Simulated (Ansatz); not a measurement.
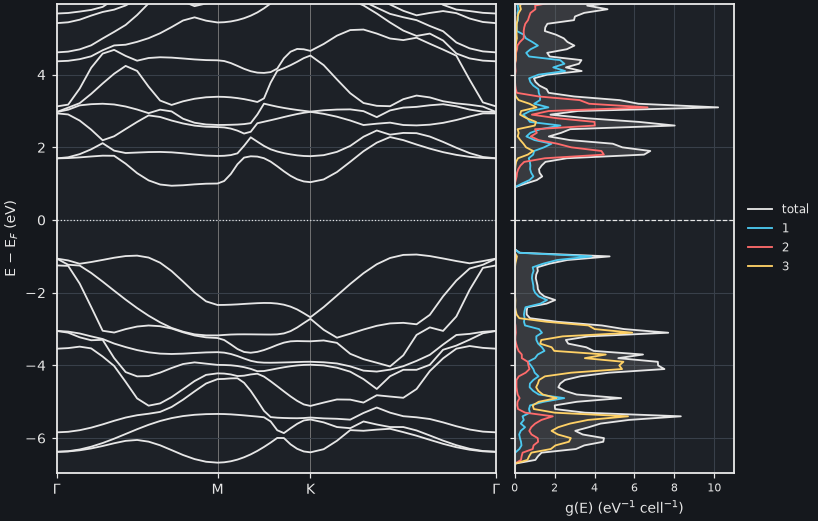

Band structure and density of states. Energies are counted from the Fermi level. The partial curves are projected on Löwdin-orthogonalised atomic shells.

Structure: ZrP2O2 (sheet), 5 atoms in the cell.

Method: DFT PBE+D3(BJ), scalar-relativistic, plane waves, PAW, no spin polarisation, 12×12×1 k mesh, 420 eV cutoff, Gaussian smearing of 0.02 eV (Ansatz).

The numbered curves are projections. Which is which? The candidates: O 2p, P 3p, Zr 4d.

1 is P 3p; 2 is Zr 4d; 3 is O 2p.

Read off the fundamental gap and say whether it is direct.

The bands leave a gap. The gap along this path is 1.89 eV and indirect, from the valence-band top between K and Γ to the conduction-band bottom between Γ and M; the smallest direct gap is 2.12 eV, between Γ and M.

The structure is an invented one, so it need not be a known or stable phase.
